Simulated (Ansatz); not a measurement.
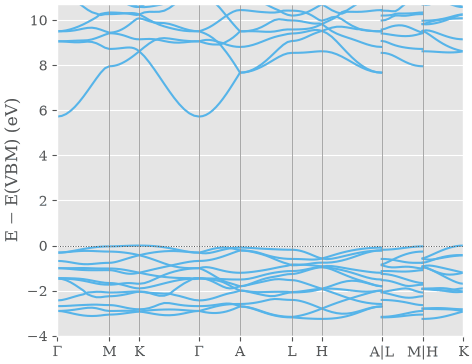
Fig. 1. Band structure from DFT-PBEsol in the program Ansatz with PAW potentials

### Question
Read off the gap and where the band edges lie.

### Answer
About 5.7 eV (5.72 eV by a search for the band edges); maximum at K, minimum at Γ.

The material is SiO2 in space group P3_121 (No. 152; O on 6c, Si on 3a).

Symmetry was held in the PBEsol relaxation.

Potentials: the later of the program's two PAW sets.
